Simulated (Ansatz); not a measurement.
**Profile along the Pb–F line in PbF2 (fluorite)**

PbF₂ (fluorite)

```
CELL_PARAMETERS angstrom
      0.00000     3.00038     3.00038
      3.00038     0.00000     3.00038
      3.00038     3.00038     0.00000
ATOMIC_POSITIONS crystal
  Pb 0.00000 0.00000 0.00000
  F  0.75000 0.75000 0.75000
  F  0.25000 0.25000 0.25000
```

Fields along a shortest Pb–F line of a {110} plane (2.60 Å), from Pb to F, interpolated on the slice's grid (step about 0.2 Å). Level of theory: PBE (plane waves to 420 eV, PAW, scalar-relativistic; Ansatz, a first-principles code). k mesh 10×10×10. These are valence fields of a PAW run, semicore shells included where kept as valence: close to a nucleus they are smooth pseudo fields. PbF2 was relaxed with its symmetry unable to fall. Spin-orbit coupling is left out, though Pb is heavy.

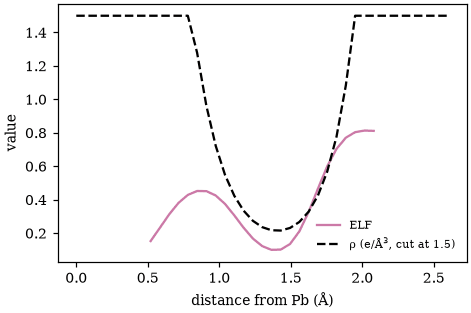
ELF (away from the nuclei) and valence density from Pb to F.

Density on the Pb–F line (2.60 Å) at its density minimum, 1.4 Å from Pb: 0.22 e/Å³. ELF at that point: 0.1. Character of the Pb–F contact (rough rule: ELF there above 0.7 covalent, below 0.2 ionic, polar between): closed-shell (ionic).
